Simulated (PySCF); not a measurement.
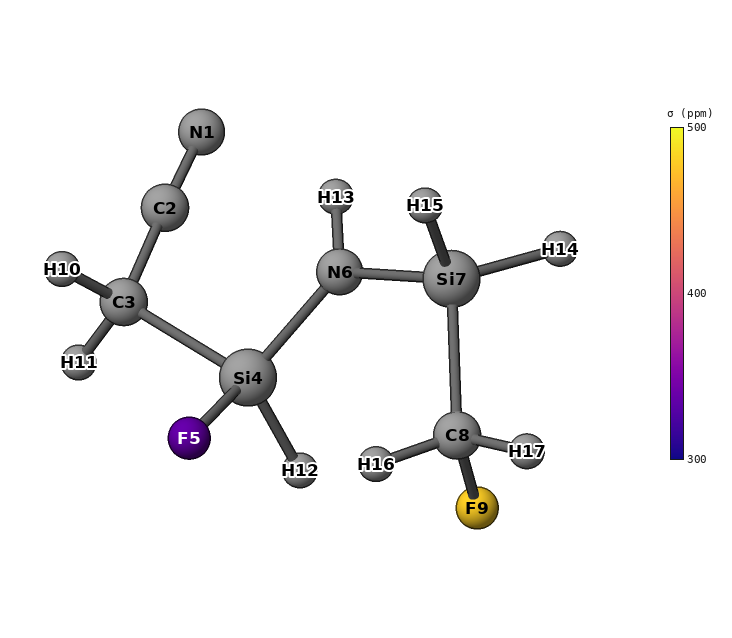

Atoms are coloured by their isotropic NMR shieldings (F only, the others grey). The geometry was computed by an optimisation with GFN2-xTB. No frequency run is at hand to confirm it as a minimum. Method: GIAO PBE0/pcSseg-1 NMR shielding, non-relativistic, gas phase (PySCF 2.14.0).

List the isotropic NMR shieldings of the F atoms.

| atom | σ (ppm) |
| --- | --- |
| F5 | 337.5 |
| F9 | 479.5 |

The geometry is semi-empirical. Around Si such bond lengths and angles can be off by a tenth of an ångström or more and by several degrees, and values that hang on the shape move with them.
